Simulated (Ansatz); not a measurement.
**C2H5GeN (SMILES C1=[N][GeH2][CH2]1) at r2SCAN0/def2-SVP**

Aim: the energy change on altering one bond length of C2H5GeN at r2SCAN0/def2-SVP, from 2 runs. 

Program for the calculation: Ansatz 0.2.0.

82 further runs of the same task are left out: 82 set aside as unsound or not needed.

## Step 1: The system as given

C2H5GeN has 9 atoms, charge 0, and is taken as a singlet. As SMILES, `C1=[N][GeH2][CH2]1`. The coordinates come from a PBE0-D4/def2-TZVP relaxation.

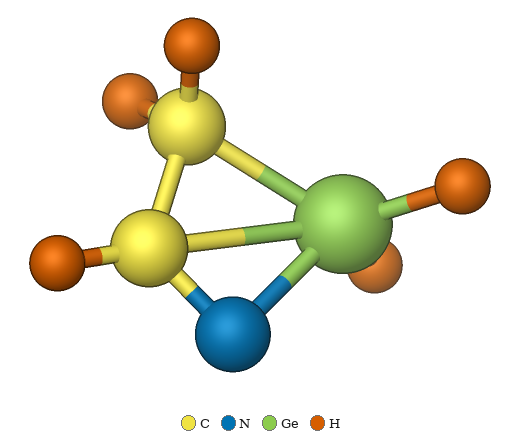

The structure, seen from a chosen angle (carbon yellow, nitrogen blue, germanium green, hydrogen orange).

## Step 2: The energy at r2SCAN0/def2-SVP

job.yaml reads:

```yaml
crystal:
  periodic: [false, false, false]
  atoms:
    - {symbol: C, position_ang: [-0.186800, -0.549700, -1.075100]}
    - {symbol: N, position_ang: [1.035900, -0.182500, -1.141500]}
    - {symbol: Ge, position_ang: [0.903900, 0.560600, 0.613000]}
    - {symbol: C, position_ang: [-0.885400, -0.197100, 0.218500]}
    - {symbol: H, position_ang: [-0.675600, -1.079500, -1.903400]}
    - {symbol: H, position_ang: [1.056500, 2.089100, 0.684100]}
    - {symbol: H, position_ang: [1.776000, -0.127000, 1.676700]}
    - {symbol: H, position_ang: [-1.720500, 0.497400, 0.107000]}
    - {symbol: H, position_ang: [-1.215600, -1.057700, 0.803700]}
basis:
  gaussian:
    orbitals: def2-SVP
magnetization:
  spin_polarized: false
  initial_magnetization: 0
hamiltonian:
  xc: {name: r2SCAN0}
accuracy: high
output: {orbitals: {seedname: orbitals}}
```

The run is started by

```bash
ansatz run job.yaml --threads 1 --pin off --max-ram 3480MiB --events-out events.jsonl --progress --plain --runs-dir runs
```

Log:

```text
Warning: RAYON_NUM_THREADS=1 ignored (pool sized by the plan → 1); use --threads N
Functional definition: r2SCAN0
  name "r2SCAN0"
  parameter a = 0.25
  parameter k0 = 0.174
  parameter k1 = 0.065
  parameter a1 = 4.9479
  exchange = (1 - a)*r2scan_x(k0 = k0, k1 = k1, a1 = a1) + a*exact_x
  correlation = r2scan_c
2271 factors; integrals over basis functions are off by at most 4.6e-9 eV
mean field evaluation 1: about -60143.4493 eV, gradient 4.8e1 eV
mean field evaluation 2: about -60138.1401 eV, gradient 6.6e1 eV
mean field evaluation 4: about -60148.8379 eV, gradient 5.1e0 eV
mean field evaluation 8: about -60149.0895 eV, gradient 3.8e-1 eV
mean field evaluation 16: about -60149.0898 eV, gradient 3.5e-5 eV
mean field -60149.08980600 eV, -2210.4382798531 hartree, gradient 1.7e-8 eV, S^2 0.000000; 0 other end points of the search recorded, 0 dependent functions left out
reference -60149.08980659 eV, -2210.4382798749 hartree; 28, 28 occupied and 71, 71 virtual orbitals, 2271 factors
Total energy: -60149.08980659 eV, -2210.4382798749 hartree
```

Run time: 7.5 s. Hardware: 1 thread of AMD EPYC 9R45 (Zen 5), shared host; peak memory 0.44 GiB.

## Step 3: The distorted shape

run.yaml reads:

```yaml
crystal:
  periodic: [false, false, false]
  atoms:
    - symbol: C
      position_ang: [0.057617, -0.284782, -0.660921]
    - symbol: N
      position_ang: [1.280317, 0.082418, -0.727321]
    - symbol: Ge
      position_ang: [1.148317, 0.825518, 1.027179]
    - symbol: C
      position_ang: [-0.640983, 0.067818, 0.632679]
    - symbol: H
      position_ang: [-0.675600, -1.079500, -1.903400]
    - symbol: H
      position_ang: [1.300917, 2.354018, 1.098279]
    - symbol: H
      position_ang: [2.020417, 0.137918, 2.090879]
    - symbol: H
      position_ang: [-1.476083, 0.762318, 0.521179]
    - symbol: H
      position_ang: [-0.971183, -0.792782, 1.217879]
basis:
  gaussian:
    orbitals: def2-SVP
hamiltonian:
  xc: {name: r2SCAN0}
accuracy: high
output: {orbitals: {seedname: orbitals}}
```

The run is started by

```bash
ansatz run run.yaml --threads 1 --pin off --max-ram 3480MiB --events-out events.jsonl --progress --plain --runs-dir runs
```

Log:

```text
Warning: RAYON_NUM_THREADS=1 ignored (pool sized by the plan → 1); use --threads N
[... 8 set-up lines as earlier in the session ...]
2269 factors; integrals over basis functions are off by at most 4.6e-9 eV
mean field evaluation 1: about -60140.9795 eV, gradient 5.0e1 eV
mean field evaluation 2: about -60132.9017 eV, gradient 7.4e1 eV
mean field evaluation 4: about -60146.8769 eV, gradient 6.0e0 eV
mean field evaluation 8: about -60147.1361 eV, gradient 4.4e-1 eV
mean field evaluation 16: about -60147.1366 eV, gradient 9.7e-5 eV
mean field -60147.13656870 eV, -2210.3664997063 hartree, gradient 6.8e-8 eV, S^2 0.000000; 0 other end points of the search recorded, 0 dependent functions left out
reference -60147.13656932 eV, -2210.3664997290 hartree; 28, 28 occupied and 71, 71 virtual orbitals, 2269 factors
Total energy: -60147.13656932 eV, -2210.3664997290 hartree
```

It took 7.8 s on 1 thread of AMD EPYC 9R45 (Zen 5), shared host; peak memory 0.44 GiB.

## Step 4: What came out

At r2SCAN0/def2-SVP:

| quantity | value |
| --- | --- |
| first shape: total energy | -2210.43828 Eh |
| first shape: HOMO energy | -7.07 eV |
| first shape: LUMO energy | -0.02 eV |
| first shape: HOMO–LUMO gap | 7.05 eV |
| distorted shape: total energy | -2210.36650 Eh |
| distorted shape: HOMO energy | -7.11 eV |
| distorted shape: LUMO energy | -0.10 eV |
| distorted shape: HOMO–LUMO gap | 7.01 eV |
| energy change with the C1–H5 bond stretched from 1.098 to 1.647 Å | 1.953 eV |

**Reading.** With the C1–H5 bond stretched from 1.098 to 1.647 Å the energy rises by 1.95 eV (45 kcal/mol). The first shape isn't relaxed at this level, so the change isn't measured from a minimum.
